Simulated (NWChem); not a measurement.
# C3H7I (1-iodopropane) at 6 levels

We compute a comparison of 6 runs (BHLYP/def2-SVP, B3LYP/def2-SVP, CAM-B3LYP/def2-SVP, TPSS/def2-SVP, r2SCAN/def2-SVP, revPBE/def2-SVP) of C3H7I (1-iodopropane). 

The calculation is run with NWChem 7.3.0.

### Step 1. Starting point

C3H7I has 11 atoms, charge 0, and is taken as a singlet. SMILES: `CCCI`. The C3–H11 distance was set to 1.414 Å, away from the relaxed value.

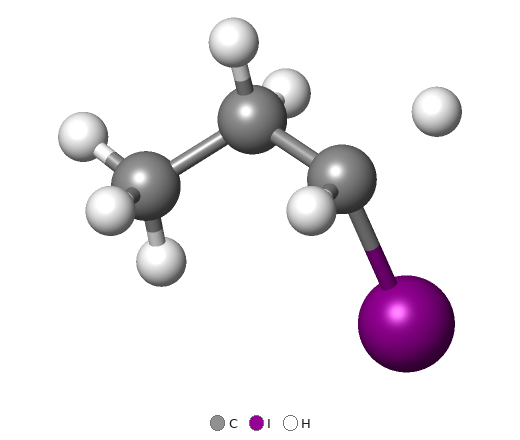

Viewed from a chosen angle; carbon grey, iodine purple, hydrogen white.

### Step 2. A single-point energy at BHLYP/def2-SVP (core potential) (run 1)

Input file run.nw:

```
START run
memory total 2200 mb

GEOMETRY units angstroms noautosym nocenter noautoz
  C     -0.228854     1.591741    -0.032066
  C      0.159946     0.196141    -0.480966
  C      0.029746    -0.863259     0.587634
  I     -2.006854    -1.205859     1.195634
  H     -0.066454     2.317041    -0.831566
  H     -1.282454     1.634441     0.252234
  H      0.363346     1.906641     0.831634
  H     -0.421754    -0.096959    -1.359666
  H      1.212646     0.192341    -0.793666
  H      0.550646    -0.593159     1.505234
  H      0.478900    -2.129600     0.148100
END

BASIS "ao basis" spherical bse
  C library def2-SVP
  I library def2-SVP
  H library def2-SVP
END

ECP bse
  I library def2-SVP
END

DFT
  xc bhlyp
  grid fine
  convergence energy 1e-08
  iterations 100
  mulliken
  print low
END

TASK dft
```

Started as:

```
$ nwchem run.nw > run.out
```

The program printed:

```text
[...]
 d= 0,ls=0.0,diis     1   -415.9327047125 -6.04D+02  6.88D-03  2.81D-01     6.3
[...]
 d= 0,ls=0.0,diis     9   -415.9795720688 -2.54D-09  8.29D-07  2.53D-09    48.9
         Total DFT energy =     -415.979572068778
      One electron energy =    -1049.005376038684
           Coulomb energy =      486.270051780431
    Exchange-Corr. energy =      -40.907228043964
 Nuclear repulsion energy =      187.662980233439
[...]
      Total Density - Mulliken Population Analysis
     ---------------------------------------------
    Atom       Charge   Shell Charges
 -----------   ------   -------------------------------------------------------
    1 C    6     6.03   1.99  0.89  0.15  2.11  0.87  0.03
    2 C    6     6.01   1.99  0.90  0.14  2.11  0.83  0.04
    3 C    6     6.27   1.99  0.93  0.38  1.92  1.02  0.03
    4 I   25    25.05   0.22  1.83  1.30  0.62  3.12  2.93  2.59  2.40  9.81  0.24
    5 H    1     0.97   0.75  0.20  0.02
    6 H    1     0.96   0.74  0.19  0.02
    7 H    1     0.98   0.75  0.20  0.02
    8 H    1     0.96   0.75  0.19  0.02
    9 H    1     0.97   0.75  0.19  0.02
   10 H    1     0.91   0.74  0.14  0.02
[...]
```

Wall time 50 s (1 thread of Intel Xeon Platinum 8259CL at 2.50GHz (Skylake/Cascade Lake), shared host); peak memory 0.12 GiB.

### Step 3. A single-point energy at B3LYP/def2-SVP (core potential) (run 2)

Input file c3h7i.nw:

```
START c3h7i
TITLE "C3H7I"
memory stack 880 mb heap 220 mb global 1100 mb
GEOMETRY noautosym nocenter noautoz
 C    -0.228854    1.591741   -0.032066
 C     0.159946    0.196141   -0.480966
 C     0.029746   -0.863259    0.587634
 I    -2.006854   -1.205859    1.195634
 H    -0.066454    2.317041   -0.831566
 H    -1.282454    1.634441    0.252234
 H     0.363346    1.906641    0.831634
 H    -0.421754   -0.096959   -1.359666
 H     1.212646    0.192341   -0.793666
 H     0.550646   -0.593159    1.505234
 H     0.478900   -2.129600    0.148100
END
BASIS spherical bse
 * library def2-SVP
END
ECP bse
 I library def2-SVP
END
DFT
 xc b3lyp
 grid fine
 convergence energy 1e-08
 maxiter 100
 mulliken
END
TASK dft energy
```

Started as:

```
$ nwchem c3h7i.nw > c3h7i.out
```

The program printed:

```text
[...]
          Wavefunction type:  closed shell.
          No. of atoms     :    11
          No. of electrons :    50
[...]
          Charge           :     0
          Spin multiplicity:     1
[...]
          AO basis - number of functions:   103
[...]
              XC Information
              --------------
                         B3LYP Method XC Potential
                     Hartree-Fock (Exact) Exchange  0.200
                        Slater Exchange Functional  0.800 local
                    Becke 1988 Exchange Functional  0.720 non-local
              Lee-Yang-Parr Correlation Functional  0.810
                  VWN I RPA Correlation Functional  0.190 local
[...]
 d= 0,ls=0.0,diis     1   -416.1586477859 -6.04D+02  9.41D-03  3.72D-01     6.6
[...]
 d= 0,ls=0.0,diis     8   -416.2105050122 -5.77D-09  3.44D-06  9.73D-08    41.7
         Total DFT energy =     -416.210505012185
      One electron energy =    -1049.091376219019
           Coulomb energy =      486.346058761614
    Exchange-Corr. energy =      -41.128167788218
 Nuclear repulsion energy =      187.662980233439
[...]
      Total Density - Mulliken Population Analysis
     ---------------------------------------------
    Atom       Charge   Shell Charges
 -----------   ------   -------------------------------------------------------
    1 C    6     6.00   1.98  0.90  0.10  2.14  0.84  0.03
    2 C    6     5.97   1.98  0.92  0.09  2.13  0.80  0.04
    3 C    6     6.23   1.99  0.95  0.33  1.95  0.98  0.03
    4 I   25    25.05   0.22  1.83  1.35  0.57  3.12  2.94  2.60  2.39  9.79  0.25
    5 H    1     0.98   0.75  0.21  0.02
    6 H    1     0.97   0.74  0.20  0.02
    7 H    1     0.99   0.75  0.22  0.02
    8 H    1     0.98   0.75  0.20  0.02
    9 H    1     0.98   0.75  0.21  0.02
   10 H    1     0.93   0.74  0.16  0.02
[...]
```

Wall time 43 s (1 thread of Intel Xeon Platinum 8259CL at 2.50GHz (Skylake/Cascade Lake), shared host); peak memory 0.12 GiB.

Runs 3 to 5 aren't shown in full; the table further down has their settings and results.

### Step 4. The energy at revPBE/def2-SVP (core potential) (run 6)

Input file run.py:

```python
from ase import Atoms
from ase.calculators.nwchem import NWChem

system = Atoms(['C', 'C', 'C', 'I', 'H', 'H', 'H', 'H', 'H', 'H', 'H'], positions=[
    [-0.228854, 1.591741, -0.032066],
    [0.159946, 0.196141, -0.480966],
    [0.029746, -0.863259, 0.587634],
    [-2.006854, -1.205859, 1.195634],
    [-0.066454, 2.317041, -0.831566],
    [-1.282454, 1.634441, 0.252234],
    [0.363346, 1.906641, 0.831634],
    [-0.421754, -0.096959, -1.359666],
    [1.212646, 0.192341, -0.793666],
    [0.550646, -0.593159, 1.505234],
    [0.478900, -2.129600, 0.148100],
])

calc = NWChem(
    label='c3h7i',
    theory='dft',
    memory='2200 mb',
    basis='def2-SVP',
    basispar='spherical bse',
    dft={'xc': 'revpbe cpbe96', 'mult': '1', 'grid': 'fine', 'convergence': 'energy 1e-08', 'iterations': '100', 'mulliken': None},
    task='energy',
    **{'ecp bse': {'I library': 'def2-SVP'}},
)
system.calc = calc

print("Total energy (eV):", round(system.get_potential_energy(), 6))
print("dipole (e A):", system.get_dipole_moment().round(4))
```

Started as:

```
$ export ASE_NWCHEM_COMMAND="nwchem PREFIX.nwi > PREFIX.nwo"
$ python run.py
```

The program printed:

```text
Total energy (eV): -11323.152862
dipole (e A): [ 0.3137  0.1525 -0.1386]
```

The calculator wrote c3h7i.nwi:

```
title "c3h7i"

permanent_dir c3h7i

scratch_dir c3h7i

start c3h7i

geometry units angstrom nocenter noautosym noautoz
  C  -2.2885400000000000e-01 1.5917410000000001e+00 -3.2065999999999997e-02
  C  1.5994600000000000e-01 1.9614100000000001e-01 -4.8096600000000000e-01
  C  2.9746000000000002e-02 -8.6325900000000000e-01 5.8763399999999999e-01
  I  -2.0068540000000001e+00 -1.2058590000000000e+00 1.1956340000000001e+00
  H  -6.6453999999999999e-02 2.3170410000000001e+00 -8.3156600000000003e-01
  H  -1.2824540000000000e+00 1.6344410000000000e+00 2.5223400000000001e-01
  H  3.6334600000000000e-01 1.9066410000000000e+00 8.3163399999999998e-01
  H  -4.2175400000000002e-01 -9.6959000000000004e-02 -1.3596660000000000e+00
  H  1.2126459999999999e+00 1.9234100000000001e-01 -7.9366599999999998e-01
  H  5.5064599999999997e-01 -5.9315899999999999e-01 1.5052340000000000e+00
  H  4.7889999999999999e-01 -2.1295999999999999e+00 1.4810000000000001e-01
end

memory 2200 mb

basis spherical bse noprint
   * library def2-SVP
end

dft
  xc revpbe cpbe96
  mult 1
  grid fine
  convergence energy 1e-08
  iterations 100
  mulliken
end
ecp bse
  I library def2-SVP
end

task dft energy
```

c3h7i.nwo:

```text
Northwest Computational Chemistry Package (NWChem) 7.3.0
             --------------------------------------------------------

           Job information
           ---------------

    nwchem branch   = 7.3.0
    use scalapack   = T
    input           = c3h7i.nwi
    prefix          = c3h7i.
    data base       = c3h7i/c3h7i.db
    status          = startup
    nproc           =        1

           Memory information
           ------------------

    heap     =     72089600 doubles =      550.0 Mbytes
    stack    =     72089597 doubles =      550.0 Mbytes
    global   =    144179200 doubles =     1100.0 Mbytes (distinct from heap & stack)
    total    =    288358397 doubles =     2200.0 Mbytes
    verify   = yes
    hardfail = no

           Directory information
           ---------------------

  0 permanent = c3h7i
  0 scratch   = c3h7i

                                NWChem Input Module
                                -------------------

                                       c3h7i
                                       -----

[... 100 lines left out ...]
  convergence criterion.
[... 17 lines left out ...]
          Convergence on energy requested:  1.00D-08
[... 1 line left out ...]
          Convergence on gradient requested:  5.00D-04
[... 21 lines left out ...]
          Convergence Information
[... 2 lines left out ...]
          total energy or number of iterations.
[... 27 lines left out ...]
 1-e energy   =   -1045.164085
[... 30 lines left out ...]
   convergence    iter        energy       DeltaE   RMS-Dens  Diis-err    time
[... 32 lines left out ...]
      One electron energy =    -1049.103245742544
[... 1 line left out ...]
    Exchange-Corr. energy =      -41.028484366899
[... 6 lines left out ...]
                       DFT Final Molecular Orbital Analysis
[... 749 lines left out ...]
     -------------------------------------------
      Total Density - Lowdin Population Analysis
     -------------------------------------------

    Atom       Charge   Shell Charges
 -----------   ------   -------------------------------------------------------
    1 C    6     6.06   1.96  0.58  0.30  1.91  1.24  0.07
    2 C    6     6.06   1.96  0.59  0.29  1.93  1.20  0.09
    3 C    6     6.16   1.96  0.66  0.37  1.76  1.34  0.07
[... 7 lines of this table left out ...]
   11 H    1     0.94   0.57  0.34  0.03

 center of mass
 --------------
 x =  -2.82754343 y =  -1.54189481 z =   1.69421950

 moments of inertia (a.u.)
 ------------------
         663.929278182117        -330.865786444968         273.469193588897
        -330.865786444968         691.073237520116         241.524726671025
         273.469193588897         241.524726671025         940.795051172338

     Multipole analysis of the density
     ---------------------------------

     L   x y z        total         alpha         beta         nuclear
     -   - - -        -----         -----         ----         -------
     0   0 0 0     -0.000000    -25.000000    -25.000000     50.000000

     1   1 0 0      0.592889     47.134669     47.134669    -93.676450
[... 8 lines of this table left out ...]
     2   0 0 2    -35.966330    -99.077639    -99.077639    162.188947

 Task  times  cpu:       45.2s     wall:       45.2s
 Total times  cpu:       45.2s     wall:       45.2s
```

Wall time 47 s (1 thread of Intel Xeon Platinum 8259CL at 2.50GHz (Skylake/Cascade Lake), shared host); peak memory 0.12 GiB.

### Step 5. All runs side by side

| run | level | energy (Eh) | wall time |
| --- | --- | --- | --- |
| 1 | BHLYP/def2-SVP (core potential) | -415.979572 | 50 s |
| 2 | B3LYP/def2-SVP (core potential) | -416.210505 | 43 s |
| 3 | CAM-B3LYP/def2-SVP (core potential) | -416.036685 | 2.2 min |
| 4 | TPSS/def2-SVP (core potential) | -416.029331 | 58 s |
| 5 | r2SCAN/def2-SVP (core potential) | -416.149638 | 56 s |
| 6 | revPBE/def2-SVP (core potential) | -416.118196 | 47 s |

### Step 6. Results

| quantity | value |
| --- | --- |
| run 6: total energy | -416.11820 Eh |
| run 6: dipole moment | 1.80 D |
| run 6: HOMO energy | -5.81 eV |
| run 6: LUMO energy | -1.41 eV |
| run 6: HOMO–LUMO gap | 4.39 eV |

What this shows: Over runs 2, 3, 4, 5, 6 the dipole moment (its size) runs from 1.80 D (B3LYP/def2-SVP) to 1.97 D (r2SCAN/def2-SVP). Over runs 2, 3, 4, 5, 6 the HOMO–LUMO gap runs from 4.39 eV (revPBE/def2-SVP) to 8.82 eV (CAM-B3LYP/def2-SVP). Totals of different functionals can't be ranked against each other. All runs together took 6.4 min, the longest 2.2 min.
